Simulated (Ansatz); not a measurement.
**ClH2NSi···CH4O: density, localisation and related maps**

Input

```
crystal:
  periodic: [false, false, false]
  atoms:
    - { symbol: Si, position_ang: [-0.4074, -0.3768, 1.3325] }
    - { symbol: O, position_ang: [-0.0257, -0.5197, -0.6925] }
    - { symbol: C, position_ang: [-0.2318, 0.548, -1.5627] }
    - { symbol: "N", position_ang: [1.225, -0.644, 1.283] }
    - { symbol: H, position_ang: [1.0712, -0.6805, -0.0515] }
    - { symbol: H, position_ang: [-1.5423, -1.2648, 1.4739] }
    - { symbol: Cl, position_ang: [-1.0692, 1.4947, 1.6818] }
    - { symbol: H, position_ang: [0.2444, 1.4652, -1.202] }
    - { symbol: H, position_ang: [-1.3044, 0.7302, -1.6667] }
    - { symbol: H, position_ang: [0.1793, 0.2961, -2.5441] }
    - { symbol: H, position_ang: [1.8609, -1.0483, 1.9483] }
basis:
  gaussian: { orbitals: def2-SVP }
hamiltonian:
  xc: b3lyp
  dispersion: d4
relax:
  f_tol: 0.15
  max_steps: 25
  restrain:
    - { distance: [4, 1], at: 0.97, k: 30.0 }
    - { distance: [0, 1], at: 3.07, k: 30.0 }
    - { distance: [4, 3], at: 2.32, k: 30.0 }
output:
  orbitals: {}
```

Command:

```sh
ansatz run input.yaml --threads 2 --pin off --max-ram 3072MiB --backend cpu --events-out ev --progress --plain --runs-dir out
```

The fields are those of the relaxed geometry.

The calculation used Ansatz, RKS B3LYP-D4/def2-SVP.

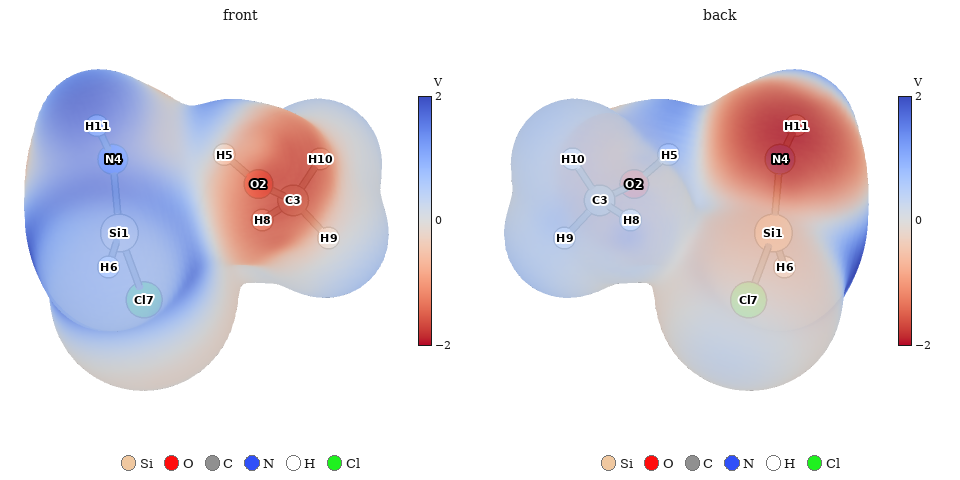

Figure 1. The electrostatic potential painted on the density surface at 0.002 e/bohr³, seen from the front and from behind; the colour scale runs from red (negative) to blue (positive).

Which sites attract a positive test charge, and which a negative one?

A positive charge is drawn to the negative regions and a negative charge to the positive ones. The most negative region (about −1.8 V) lies over N4, the most positive (about +1.9 V) over Si1. Cl7 shows a σ-hole: about +0.3 V at the tip opposite its bond, against about −0.1 V on its flanks. N4 is the likeliest acceptor of a hydrogen bond.

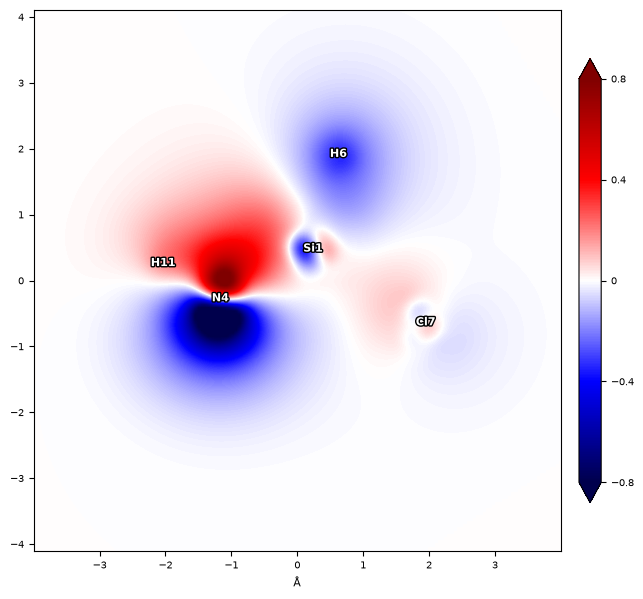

Figure 2. The HOMO−1 on the plane of atoms N4, Si1 and Cl7 (values in Å⁻³ᐟ²; the overall sign is arbitrary).

What is the character of this orbital?

It lies mainly on N4 (about 70 %), Si1 (about 15 %) and H6 (about 5 %); largely a lone pair of N4. Its energy is −7.50 eV.

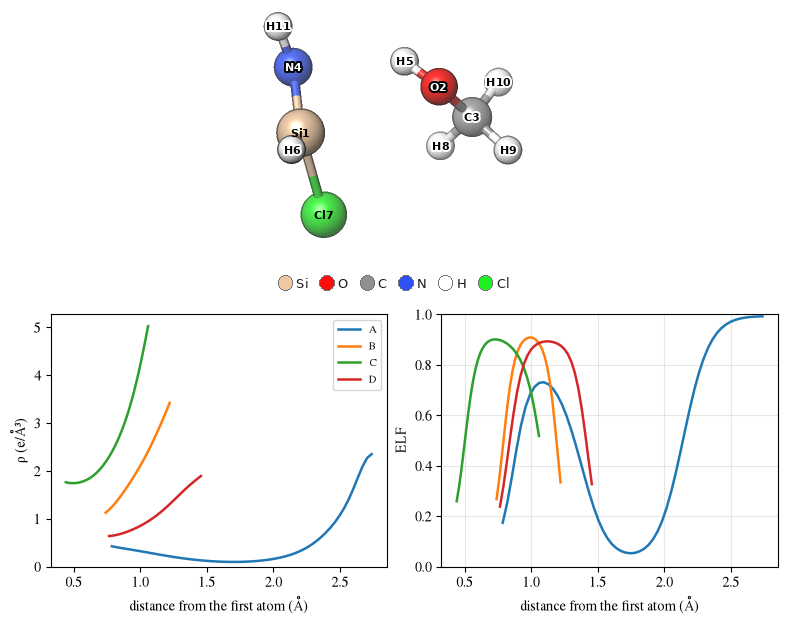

Figure 3. Electron density and electron localisation function along straight lines between neighbouring atoms. The curves leave out the atomic cores. The structure is drawn too.

Which curve belongs to which contact (C–O, Si–Cl, Si–H and Si–N)? The first atom named is at distance zero.

Curve A: Si1···H5 (2.74 Å): the density falls to about 0.1 e/Å³ on the way; the ELF dips to about 0.05 between them. Curve B: Si–N (1.60 Å): ρ at the midpoint is about 1.3 e/Å³; the ELF peaks at about 0.90 between the atoms (a shared but strongly polarised pair). Curve C: C–O (1.41 Å): the density is about 2.1 e/Å³ at the midpoint, with its minimum of 1.7 e/Å³ about 0.5 Å from C; the ELF peaks at about 0.90 between the atoms: a polar covalent bond. Curve D: Si–Cl (2.04 Å): the density is about 0.88 e/Å³ at the midpoint; the ELF peaks at about 0.90 between the atoms, as expected for a polar covalent bond.

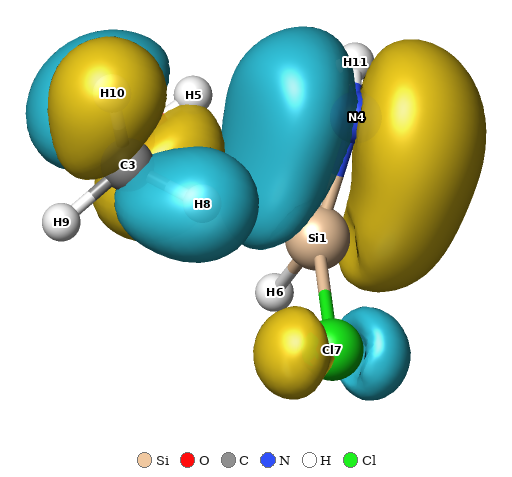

Figure 4. The HOMO at ±0.08 Å⁻³ᐟ² (yellow and cyan are the two phases), seen at an oblique angle.

Describe this orbital and give its energy.

It lies mainly on N4 (about 35 %), O2 (about 30 %) and Si1 (about 10 %). Its energy is −7.11 eV.
